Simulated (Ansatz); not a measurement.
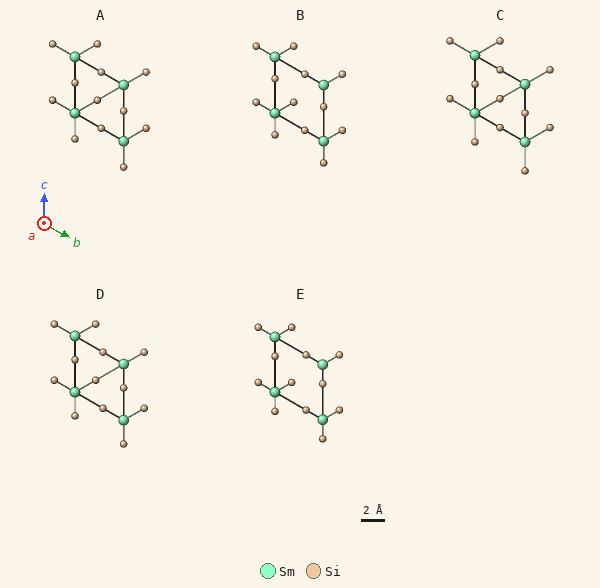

5 geometries from one relaxation of crystalline SmSi$_{4}$ (a generated structure, set up in I-43m) (coarse preliminary run), in shuffled order. Style: ball-and-stick. Shown: the cell of the calculation, along the a axis.

Theory: Ansatz 0.2.0, DFT PBE, scalar-relativistic, plane waves, PAW; 4f electrons in the core of a trivalent norm-conserving potential. Set-up: plane-wave cutoff 690 eV; k-point mesh 4 × 4 × 4; occupations gaussian; smearing width 0.1 eV; no spin polarisation; cell and atoms relaxed; force threshold 0.04 eV/Å; at most 70 steps.

Put them in the order of the run, from the start to the converged end.

Answer. E, B, D, A, C. They are steps 0, 1, 2, 3, 7, at +24.967 eV per cell of the calculation, +11.963 eV per cell of the calculation, +5.347 eV per cell of the calculation, +1.503 eV per cell of the calculation relative to the last. The largest moves relative to the cell, 0.83 Å, are those of Si atoms. Sm stays in place. The volume changes by +15.0 %, with a = b = c 5.246 → 5.496 Å (+4.8 %). Some distances before and after: Si–Si 2.995 → 4.488 Å, Si–Sm 1.834 → 2.748 Å, Si–Sm 3.412 → 2.748 Å. New bonds form, among them: Si–Sm (3.41 → 2.75 Å). The space group (tolerance 0.01 Å) goes from I-43m (No. 217) to Im-3m (No. 229). Over 6 accepted moves (7 points after the start) the energy falls by 24.967 eV per cell of the calculation. Largest force component: 11 eV/Å at the start, 0.0003 eV/Å at the end. The pressure goes from 66.13 to 0.05 GPa. At 1 point the geometry stayed and the basis and grid were re-selected for the new cell (energy shift of 1.0 meV per cell of the calculation at most each time). Cost: 11 s on 1 thread of AMD EPYC 9R45 96-Core Processor (Zen 5), with other jobs on the host, peak memory 0.41 GiB.
